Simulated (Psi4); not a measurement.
# SnNH2F (SMILES [NH2][Sn][F]) at TPSS/def2-SVP (core potential)

What is the energy change on altering one bond length of SnNH2F at TPSS/def2-SVP (core potential)? 

The calculation is run with Psi4 1.11.

4 further runs of the same task are left out: 4 that didn't finish.

## 1. Starting point

SnNH2F has 5 atoms, charge 0, and is taken as a singlet. SMILES: `[NH2][Sn][F]`. Geometry: relaxed at PBE0-D4/def2-TZVP. This is one conformer, not always the lowest.

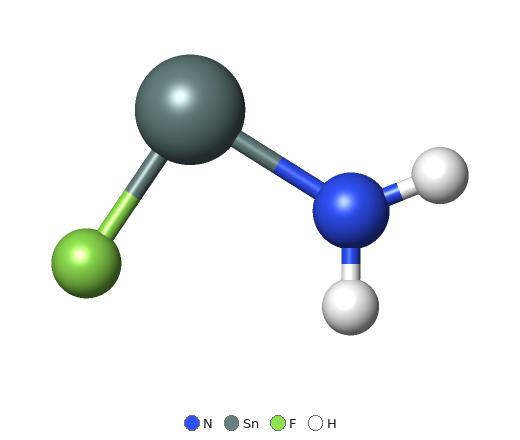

Viewed from a chosen angle; nitrogen blue, tin teal, fluorine green, hydrogen white.

## 2. Energy and gradient at TPSS/def2-SVP (core potential)

File fh2nsn.in:

```
memory 1600 mb

molecule geom {
  N     -0.302900     0.495500    -0.393300
  Sn     0.338900    -0.053700     1.423200
  F      0.966900    -1.775900     0.754300
  H     -0.746800     1.369300    -0.629100
  H     -0.206200    -0.108900    -1.196600
  symmetry c1
}

set globals {
  basis def2-SVP
  puream true
  e_convergence 1e-09
  d_convergence 1e-08
  scf_type pk
  dft_radial_points 99
  dft_spherical_points 590
}

E, wfn = gradient("tpss", return_wfn=True)
oeprop(wfn, "LOWDIN_CHARGES", "MAYER_INDICES", "DIPOLE", title="TPSS")
print_variables()
```

Started as:

```bash
psi4 fh2nsn.in fh2nsn.out -n 1
```

fh2nsn.out:

```text
[...]
    !!!  WARNING: ECP capability is in beta. Please check occupations closely.  !!!
[...]
  Running in c1 symmetry.
[...]
  Nuclear repulsion =  125.308124882580273
[...]
  Multiplicity = 1
[...]
  Nalpha       = 20
  Nbeta        = 20
[...]
    Number of basis functions: 64
[...]
   @RKS iter   1:  -369.47453881042128   -1.17054e+00   1.62229e-02 DIIS/ADIIS
[...]
   @RKS iter  12:  -369.94909796158953   -5.40012e-12   5.94863e-09 DIIS
[...]
    Orbital Energies [Eh]
    ---------------------
    Doubly Occupied:
       1A    -24.337907     2A    -14.100202     3A     -4.919142
       4A     -3.295586     5A     -3.291055     6A     -3.286207
       7A     -1.007481     8A     -0.940159     9A     -0.937071
      10A     -0.932883    11A     -0.929781    12A     -0.913201
      13A     -0.756442    14A     -0.441679    15A     -0.435061
      16A     -0.327580    17A     -0.295052    18A     -0.287699
      19A     -0.234234    20A     -0.224040
[...]
  @RKS Final Energy:  -369.94909796158953
   => Energetics <=
    Nuclear Repulsion Energy =            125.3081248825802732
    One-Electron Energy =                -842.0716623226262527
    Two-Electron Energy =                 382.9677541474752616
    DFT Exchange-Correlation Energy =     -36.1533146690187905
    Empirical Dispersion Energy =           0.0000000000000000
    VV10 Nonlocal Energy =                  0.0000000000000000
    Total Energy =                       -369.9490979615895299
[...]
  -Total Gradient:
     Atom            X                  Y                   Z
    ------   -----------------  -----------------  -----------------
       1        0.000567358485    -0.000857608573     0.000838631492
       2       -0.001182182761    -0.006720255921    -0.019311598378
       3       -0.004089637064     0.011164140273     0.004253835730
       4        0.005511877030    -0.010450748998     0.003759528500
       5       -0.000843009400     0.006855443452     0.010277414124
[...]
 Multipole Moments:
 ------------------------------------------------------------------------------------
     Multipole            Electronic (a.u.)      Nuclear  (a.u.)        Total (a.u.)
 ------------------------------------------------------------------------------------
 L = 1.  Multiply by 2.5417464519 to convert [e a0] to [Debye]
 Dipole X            :          1.0772255           -1.5252481           -0.4480226
 Dipole Y            :          8.8540944           -7.9012868            0.9528076
 Dipole Z            :         23.2330521          -23.3249492           -0.0918972
 Magnitude           :                                                    1.0568877
[...]
```

It took 53 s on 1 thread of Intel Xeon Platinum 8259CL at 2.50GHz (Skylake/Cascade Lake), shared host; peak memory 0.79 GiB.

## 3. The distorted shape: a single-point energy at TPSS/def2-SVP (core potential)

File fh2nsn.inp:

```
memory 1.6 GB

molecule {
  0 1
  N
  Sn 1 2.003297
  F 2 1.951354 1 91.96185
  H 1 1.8145 2 126.21502 3 179.99042
  H 1 1.009921 4 112.01586 2 179.99011
  units angstrom
  symmetry c1
  no_reorient
  no_com
}

set {
  basis def2-SVP
  puream true
  e_convergence 1e-09
  d_convergence 1e-08
  scf_type pk
  dft_radial_points 99
  dft_spherical_points 590
}

e_tot, wfn = energy('tpss', return_wfn=True)
oeprop(wfn, 'QUADRUPOLE', 'DIPOLE', 'WIBERG_LOWDIN_INDICES', title='TPSS')
```

Started as:

```bash
psi4 fh2nsn.inp fh2nsn.out -n 1
```

fh2nsn.out:

```text
[...]
    !!!  WARNING: ECP capability is in beta. Please check occupations closely.  !!!
[...]
  Running in c1 symmetry.
[...]
  Nuclear repulsion =  122.509575483864268
[...]
  Multiplicity = 1
[...]
  Nalpha       = 20
  Nbeta        = 20
[...]
    Number of basis functions: 64
[...]
   @RKS iter   1:  -369.13190949850161   -1.06286e+00   1.77954e-02 ADIIS/DIIS
[...]
   @RKS iter  15:  -369.81780200205043   -2.27374e-13   8.88531e-10 DIIS
[...]
    Orbital Energies [Eh]
    ---------------------
    Doubly Occupied:
       1A    -24.347054     2A    -14.136726     3A     -4.926260
       4A     -3.301892     5A     -3.297945     6A     -3.294448
       7A     -1.015598     8A     -0.947216     9A     -0.943209
      10A     -0.940297    11A     -0.937757    12A     -0.920528
      13A     -0.721366    14A     -0.440531    15A     -0.363665
      16A     -0.315191    17A     -0.302543    18A     -0.291885
      19A     -0.242083    20A     -0.222171
[...]
  @RKS Final Energy:  -369.81780200205043
   => Energetics <=
    Nuclear Repulsion Energy =            122.5095754838642677
    One-Electron Energy =                -836.3047063658061688
    Two-Electron Energy =                 379.9466470523929615
    DFT Exchange-Correlation Energy =     -35.9693181725015165
    Empirical Dispersion Energy =           0.0000000000000000
    VV10 Nonlocal Energy =                  0.0000000000000000
    Total Energy =                       -369.8178020020504277
[...]
 Multipole Moments:
 ------------------------------------------------------------------------------------
     Multipole            Electronic (a.u.)      Nuclear  (a.u.)        Total (a.u.)
 ------------------------------------------------------------------------------------
 L = 1.  Multiply by 2.5417464519 to convert [e a0] to [Debye]
 Dipole X            :          0.0002829           -0.0003674           -0.0000845
 Dipole Y            :         15.1015904          -14.2439593            0.8576311
 Dipole Z            :         19.8793268          -20.1386219           -0.2592951
 Magnitude           :                                                    0.8959716
 L = 2.  Multiply by 1.3450342976 to convert [e a0^2] to [Debye ang]
 Quadrupole XX       :        -25.8030575            0.0000002          -25.8030573
 Quadrupole XY       :          0.0011764           -0.0014911           -0.0003147
[...]
```

It took 55 s on 1 thread of Intel Xeon Platinum 8259CL at 2.50GHz (Skylake/Cascade Lake), shared host; peak memory 0.76 GiB.

## 4. What came out

Level: TPSS/def2-SVP (core potential).

| quantity | value |
| --- | --- |
| first shape: total energy | -369.94910 Eh |
| first shape: dipole moment | 2.69 D |
| first shape: HOMO energy | -6.10 eV |
| first shape: LUMO energy | -2.24 eV |
| first shape: HOMO–LUMO gap | 3.86 eV |
| first shape: largest force on an atom | 1.053 eV/Å |
| distorted shape: total energy | -369.81780 Eh |
| distorted shape: dipole moment | 2.28 D |
| distorted shape: HOMO energy | -6.05 eV |
| distorted shape: LUMO energy | -3.76 eV |
| distorted shape: HOMO–LUMO gap | 2.29 eV |
| energy change with the N1–H4 bond stretched from 1.008 to 1.815 Å | 3.573 eV |

What this shows: One bond (distorted shape) is far stretched, which a spin-restricted single reference describes badly; a broken-symmetry solution may lie lower. With the N1–H4 bond stretched from 1.008 to 1.815 Å the energy rises by 3.57 eV (82 kcal/mol). The first shape isn't relaxed at this level, so the change isn't measured from a minimum. A restricted reference can't describe the breaking bond well at this length. The largest force (first shape) is 1.05 eV/Å: the shape isn't a stationary point for this species at this level.
